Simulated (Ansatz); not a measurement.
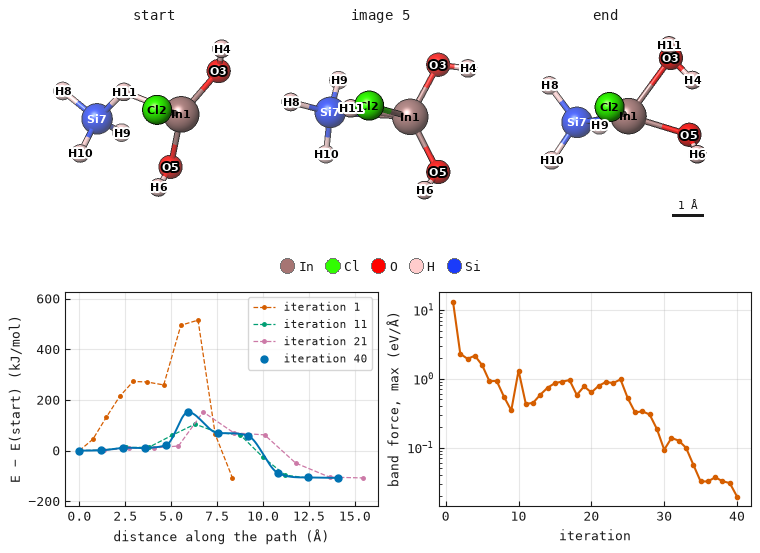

A nudged-elastic-band calculation for InSiH₆O₂Cl, made up at the start of InH$_{2}$O$_{2}$Cl and SiH4. Images are numbered from 0 (start) to 10 (end). The plot follows the band through its iterations. A ball-and-stick model, seen from a free direction.

Computed with RKS r2SCAN-D4/def2-SVP in Ansatz 0.2.0. Settings: 9 movable images; climbing image; force threshold 0.03 eV/Å; iteration limit 60; starting path through a guess of the saddle point.

### Judge this run.

The run is converged, with reservations. The band converged in 40 iterations. The largest component of the band force went from 13 to 0.019 eV/Å. The climbing image converged on the top of the path. Its vibrational analysis gives 2 imaginary modes over 30i cm⁻¹, so it isn't confirmed as a transition state. The first iteration put the highest image at 515.0 kJ/mol. Forward barrier 151.8 kJ/mol, backward barrier 259.8 kJ/mol, with image 5 at the top; the reaction energy is −108.0 kJ/mol.

Limits of the set-up: the start holds two separate molecules, 2.3 Å apart at their closest, whose relative position is a soft coordinate.

Cost: 16 min on 4 threads of Arm Neoverse V2 (shared host), peak memory 0.23 GiB.
